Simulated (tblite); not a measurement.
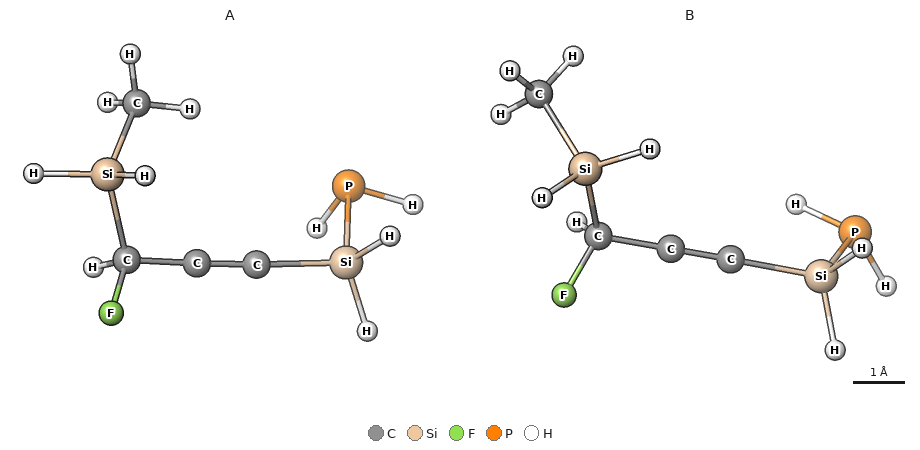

Two geometries of C$_{4}$H$_{10}$FPSi$_{2}$, drawn at one scale. One is the start of a relaxation, the other its converged end. A ball-and-stick model, seen from a free direction.

Method: tblite, GFN2-xTB geometry optimisation, gas phase. 

Which one is relaxed?

Answer. Structure A is the relaxed one. Over 231 geometry steps the energy falls by 85.4 kJ/mol. The largest move after the best rigid fit is that of an H atom, 1.84 Å. Largest moves by element: H 1.84 Å, P 1.29 Å, C 1.22 Å, F 1.00 Å, Si 0.41 Å. Among the contacts that change: C–Si 1.850 → 1.942 Å, H–P 1.464 → 1.383 Å, P–Si 2.198 → 2.249 Å, C–Si 1.855 → 1.893 Å. Bond angles that change, for instance: H–P–H 110.3° → 92.3°, Si–P–H 108.3° → 94.8°, Si–P–H 108.5° → 95.2°. Groups turn about C–Si by about 65°, C–Si by about 30°.
